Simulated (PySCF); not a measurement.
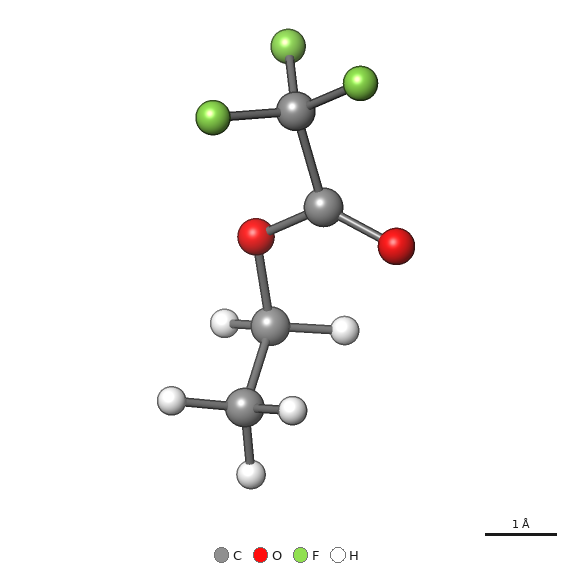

Rendered structure (ball-and-stick style).

Description:

It has 14 atoms: 4 carbon, 5 hydrogen, 3 fluorine and 2 oxygen (C4H5F3O2). Its SMILES string is `CCOC(=O)C(F)(F)F`. It has no ring. Among its groups: ester, C–F bond. This geometry has C1 symmetry. Coordination: 3 C tetrahedral; 1 O bent; 1 C trigonal planar.

The parts below concern this one geometry. Atoms keep their numbers from picture to picture. Computed geometry: PBE0-D3(BJ)/def2-SVP optimisation. No frequency run is at hand to confirm it as a minimum.

## Geometry

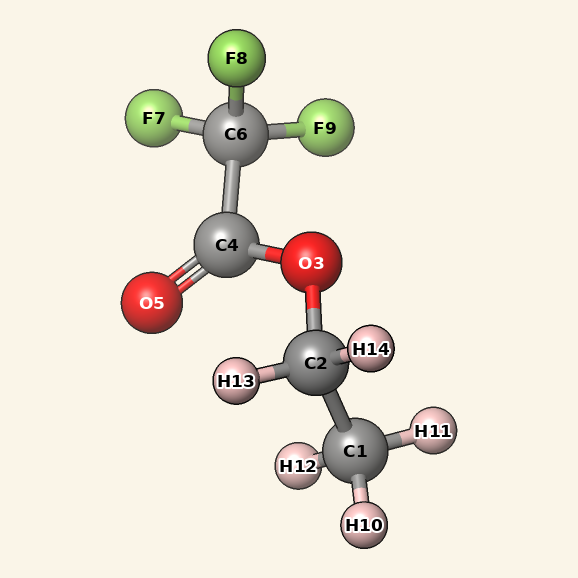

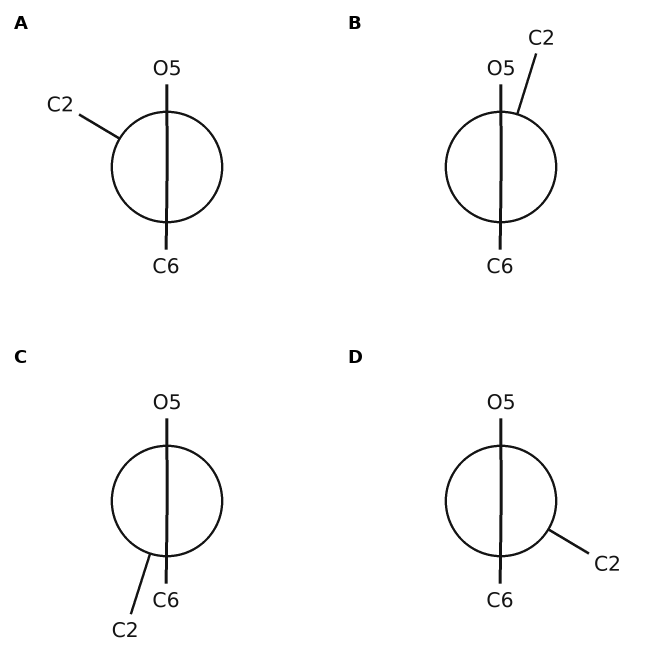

Atoms fade into the background with distance from the viewer. Bonds that would overlap in a projection are set slightly apart. No frequency run is at hand to confirm it as a minimum.

> Which Newman projection shows the view along C4–O3, with C4 in front?

B. The torsion angle O5–C4–O3–C2 is 1°, synperiplanar (eclipsed).

## Levels of theory compared

No frequency run is at hand to confirm it as a minimum. Program: PySCF 2.14.0.

Compare HOMO–LUMO gap (eV), dipole (D) at these levels: CAM-B3LYP/def2-SVPD; CAM-B3LYP/def2-SVPD in chloroform (IEF-PCM); CAM-B3LYP/def2-SVPD in methanol (IEF-PCM); PBE0/pcSseg-1 in chloroform (IEF-PCM); PBE0/pcSseg-1 in methanol (IEF-PCM); PBE0/pcSseg-1 in tetrahydrofuran (IEF-PCM); WP04/pcSseg-1 in chloroform (IEF-PCM); ωB97X-D/pcSseg-1 in chloroform (IEF-PCM).

```json
{"level": "CAM-B3LYP/def2-SVPD", "HOMO–LUMO gap (eV)": "10.77", "dipole (D)": "3.26"}
{"level": "CAM-B3LYP/def2-SVPD in chloroform (IEF-PCM)", "HOMO–LUMO gap (eV)": "10.80", "dipole (D)": "3.74"}
{"level": "CAM-B3LYP/def2-SVPD in methanol (IEF-PCM)", "HOMO–LUMO gap (eV)": "10.81", "dipole (D)": "3.90"}
{"level": "PBE0/pcSseg-1 in chloroform (IEF-PCM)", "HOMO–LUMO gap (eV)": "8.16", "dipole (D)": "3.54"}
{"level": "PBE0/pcSseg-1 in methanol (IEF-PCM)", "HOMO–LUMO gap (eV)": "8.17", "dipole (D)": "3.68"}
{"level": "PBE0/pcSseg-1 in tetrahydrofuran (IEF-PCM)", "HOMO–LUMO gap (eV)": "8.16", "dipole (D)": "3.60"}
{"level": "WP04/pcSseg-1 in chloroform (IEF-PCM)", "HOMO–LUMO gap (eV)": "6.85", "dipole (D)": "3.75"}
{"level": "ωB97X-D/pcSseg-1 in chloroform (IEF-PCM)", "HOMO–LUMO gap (eV)": "12.00", "dipole (D)": "3.58"}
```

## Bond orders

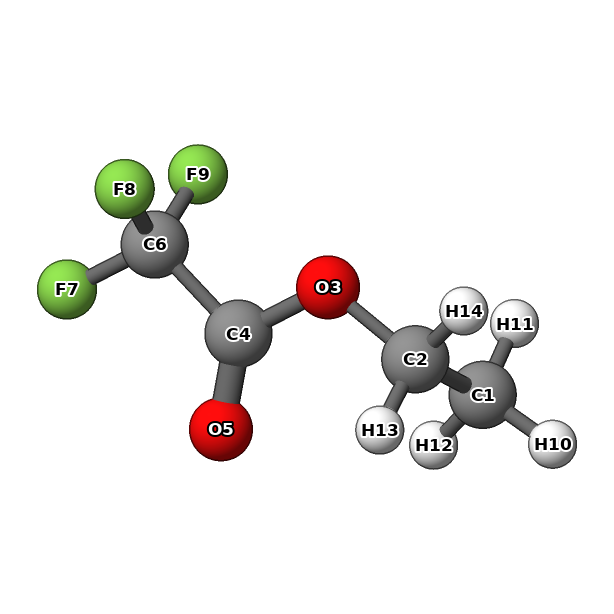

The thickness of each stick grows with its Mayer bond order. No frequency run is at hand to confirm it as a minimum. Level of theory: PBE0/pcSseg-1 in chloroform (IEF-PCM) (PySCF 2.14.0).

> Which bond has the highest Mayer bond order?

C4–O5, 1.94, at a length of 1.196 Å.

List the Mayer bond orders of C1–C2, C1–H10, C1–H11, C1–H12, C2–O3, C2–H13, C2–H14, O3–C4, C4–O5, C4–C6, C6–F7, C6–F8, C6–F9.

```csv
bond,Mayer order,length (Å)
C1–C2,1.07,1.510
C1–H10,0.96,1.100
C1–H11,0.96,1.100
C1–H12,0.96,1.099
C2–O3,0.81,1.436
C2–H13,0.94,1.100
C2–H14,0.95,1.098
O3–C4,1.16,1.319
C4–O5,1.94,1.196
C4–C6,0.87,1.540
C6–F7,1.04,1.320
C6–F8,1.01,1.331
C6–F9,1.01,1.330
```

## NMR shielding

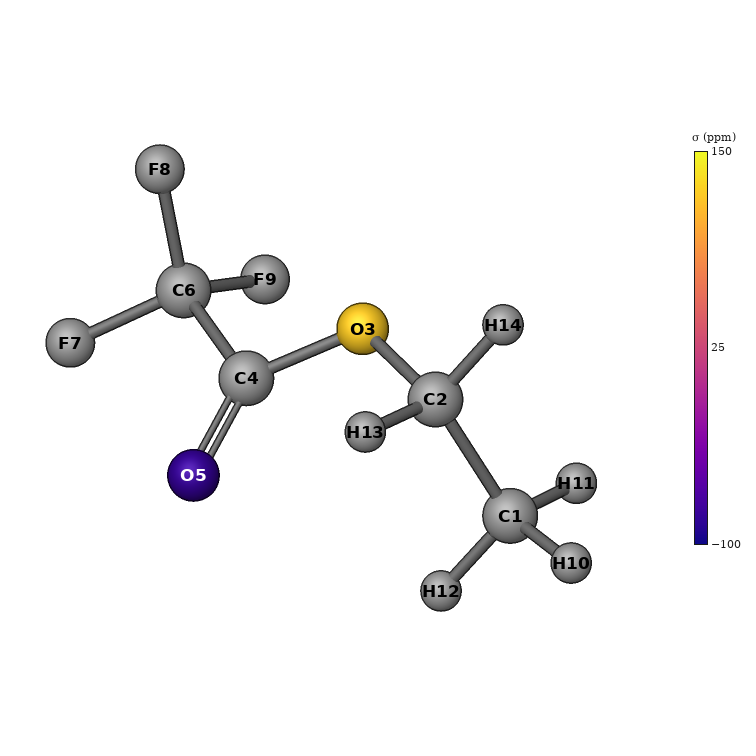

Atoms are coloured by their isotropic NMR shieldings (O only, the others grey). No frequency run is at hand to confirm it as a minimum. Properties computed with GIAO ωB97X-D/pcSseg-1 NMR shielding, non-relativistic, IEF-PCM chloroform (PySCF 2.14.0).

Give the isotropic NMR shieldings of the O atoms atom by atom.

```json
{"atom": "O3", "σ (ppm)": "123.0"}
{"atom": "O5", "σ (ppm)": "−80.5"}
```
